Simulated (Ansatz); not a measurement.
System: CH5BFNSi (SMILES B[SiH2]N=CF).

Input

```
crystal:
  periodic: [false, false, false]
  atoms:
    - { symbol: B, position_ang: [-1.6369, -0.0077, -0.5642] }
    - { symbol: Si, position_ang: [-0.4257, -0.5869, 0.7593] }
    - { symbol: "N", position_ang: [1.1871, -0.6128, 0.0591] }
    - { symbol: C, position_ang: [1.8812, 0.4662, -0.3296] }
    - { symbol: F, position_ang: [3.0616, 0.3745, -0.8613] }
    - { symbol: H, position_ang: [-2.3186, 1.0304, -0.3811] }
    - { symbol: H, position_ang: [-1.7807, -0.5509, -1.5875] }
    - { symbol: H, position_ang: [-0.7589, -1.9237, 1.1777] }
    - { symbol: H, position_ang: [-0.448, 0.3338, 1.9643] }
    - { symbol: H, position_ang: [1.3219, 1.4258, -0.2338] }
basis:
  gaussian: { orbitals: "6-31G*" }
hamiltonian:
  xc: revpbe
  dispersion: d4
relax:
  f_tol: 0.015
  max_steps: 40
output:
  orbitals: {}
```

Command:

```sh
ansatz run input.yaml --threads 1 --pin off --max-ram 2048MiB --backend cpu --events-out ev --progress --plain --runs-dir out
```

The fields are those of the relaxed geometry.

All numbers below come from RKS revPBE-D4/6-31G* (Ansatz).

**What will maps of the electron density and electron localisation function show?**

C–N (1.26 Å): ρ is about 2.8 e/Å³ halfway; the ELF peaks at about 0.90 between the atoms; a multiple bond.
C–F (1.36 Å): the density is about 2.2 e/Å³ at the midpoint, with its minimum of 1.7 e/Å³ about 0.5 Å from C; the ELF peaks at about 0.85 between the atoms; a shared but strongly polarised pair.
Si–N (1.77 Å): ρ is about 0.99 e/Å³ halfway; the ELF peaks at about 0.90 between the atoms; a polar covalent bond.
C–H (1.11 Å): ρ at the midpoint is about 2 e/Å³; the ELF climbs to about 1 towards the hydrogen, as it does in any bond to H (a covalent bond by its length).

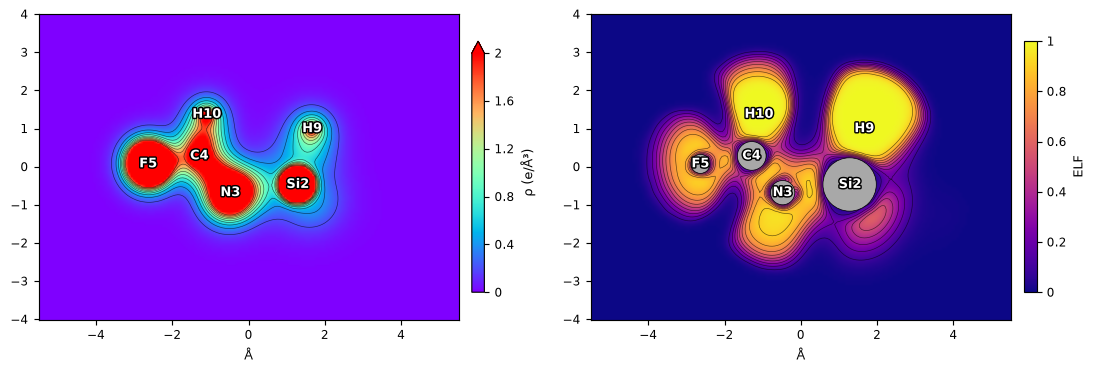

Computed electron density and electron localisation function on the plane of atoms Si2, N3 and C4, in this order. Grey discs cover the atomic cores in the ELF map. 
